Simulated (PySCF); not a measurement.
## Electronic structure of C5H8OSi in real space

```xyz
15

C     3.3763   -0.9641   -0.0688
C     2.1659   -0.9785   -0.1971
Si    0.3382   -1.0105   -0.3630
C    -0.5468   -0.2377    1.1122
C    -1.5611    0.6703    0.3989
C    -0.9079    1.1744   -0.8902
O    -0.2090    0.1019   -1.4946
H     4.4464   -0.9479    0.0417
H    -0.0644   -2.3865   -0.7596
H     0.1833    0.3543    1.6894
H    -1.0181   -0.9481    1.8062
H    -2.4594    0.0862    0.1363
H    -1.8949    1.5102    1.0294
H    -0.2073    2.0029   -0.6689
H    -1.6546    1.5562   -1.6046
```

Geometry: PBE0-D3(BJ)/def2-SVP.

Theory: PBE0/pcSseg-1, SCF density, gas phase, non-relativistic (PySCF).

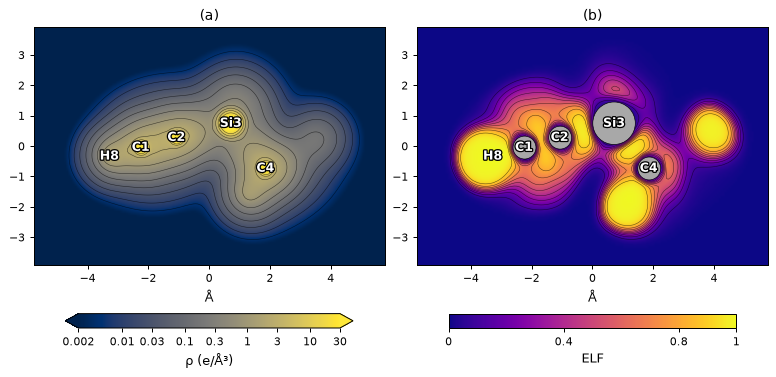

Figure 1. (a) electron density; (b) ELF on the plane of atoms C2, Si3 and C4. Grey discs cover the atomic cores in the ELF map.

Interpret the plot.

Answer. Atoms in the plane: C, Si and H.
C–C (1.22 Å): the density is about 2.7 e/Å³ at the midpoint; the ELF peaks at about 0.85 between the atoms: a short, multiple covalent bond.
C–Si (1.84 Å): ρ is about 0.96 e/Å³ halfway; the ELF peaks at about 0.95 between the atoms: a covalent bond.
C–H (1.08 Å): the density is about 2.1 e/Å³ at the midpoint; the ELF climbs to about 1 towards the hydrogen, as it does in any bond to H: an ordinary covalent bond to hydrogen.
C–Si (1.89 Å): the density is about 0.95 e/Å³ at the midpoint; the ELF peaks at about 0.95 between the atoms: a shared electron pair.

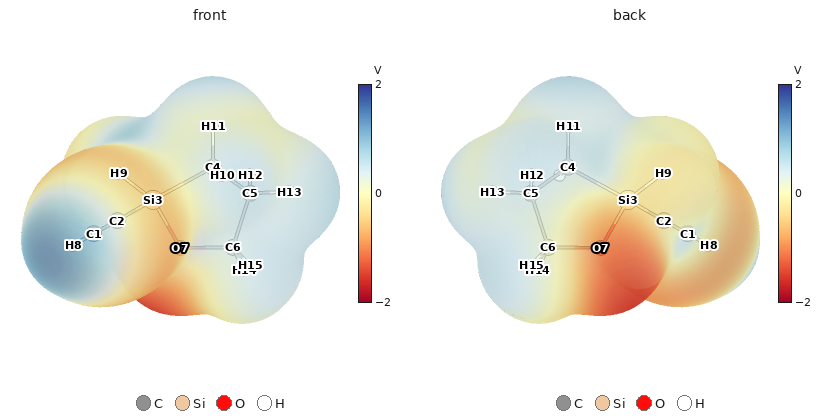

Figure 2. The electrostatic potential painted on the density surface at 0.001 e/bohr³, seen from the front and from behind; the colour scale runs from red (negative) to blue (positive).

Where is the surface potential most negative and most positive?

Answer. The most negative region (about −1.5 V) lies over O7, the most positive (about +1.3 V) over H8. O7 is the likeliest acceptor of a hydrogen bond.

How polar is the molecule by this calculation?

Answer. Its dipole moment is 1.86 D.
